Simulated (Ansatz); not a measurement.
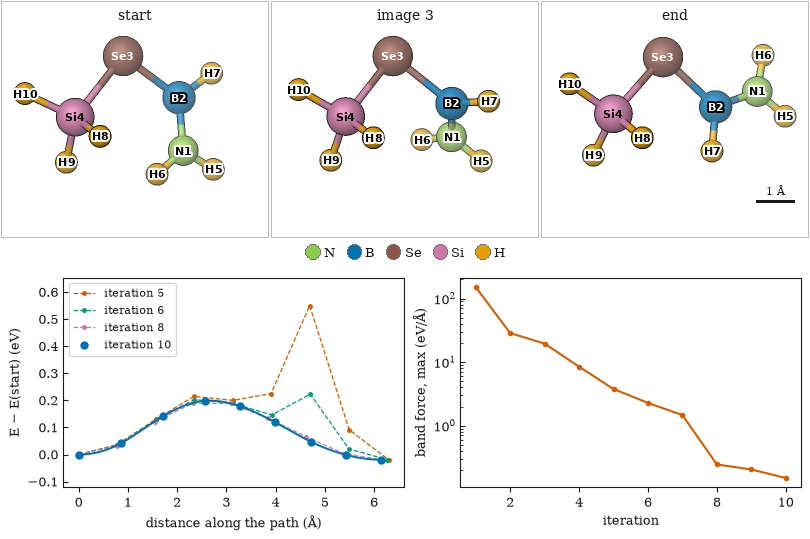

A nudged-elastic-band calculation for BSiNH6Se. Images are numbered from 0 (start) to 8 (end). The plot follows the band through its iterations. The picture is a ball-and-stick view, seen at a tilt.

Computed with RKS PBE/def2-SVP (Ansatz). Run with 7 movable images; climbing image; force threshold 0.2 eV/Å; iteration limit 60; starting path through a guess of the saddle point.

Q: Did the band converge, and can the barrier be trusted?

A: The run met only a loose threshold, so the barrier can't be trusted yet. The band converged in 10 iterations. The largest component of the band force went from 150 to 0.15 eV/Å. The climbing image converged on the top of the path. Its curvatures weren't checked. The force threshold is so loose that the height of the top is at best an upper bound. The first iteration put the highest image at 33.176 eV. The highest point, image 3, lies 0.198 eV above the start and 0.217 eV above the end; the end is at −0.019 eV relative to the start.
